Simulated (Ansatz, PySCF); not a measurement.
Torsion H4–O1–B2–F3 in BFH2O (SMILES OBF); at each angle all else is relaxed with GFN2-xTB, and the levels are single points there.
Geometry at 0° (charge 0, multiplicity 1):
```xyz
5

O      0.940    -0.005    -0.376
B     -0.325     0.348    -0.237
F     -0.912     0.247     0.957
H      1.385    -0.326     0.412
H     -0.945     0.748    -1.141
```
Energies count from the point at 0°.

Cores are frozen in the correlated methods. CBS: X⁻³ extrapolation of the correlation energy, Hartree–Fock from the larger set. Rows in 6-31G* carry no dispersion term and start afresh at each structure (6-31G* with six Cartesian d functions).

Programs: Ansatz (Gaussian basis) for Hartree–Fock, density functionals and correlated methods; PySCF for 6-31G* rows, M06-2X, the dispersion terms. 

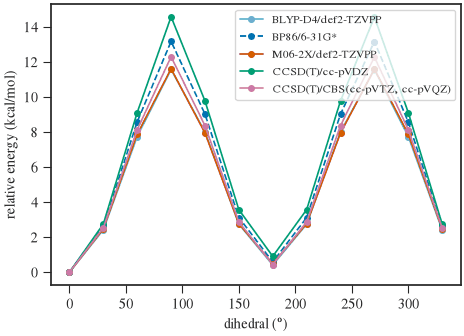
Fig. 1. Relative energy along the coordinate

Ansatz is a program for electronic structure.
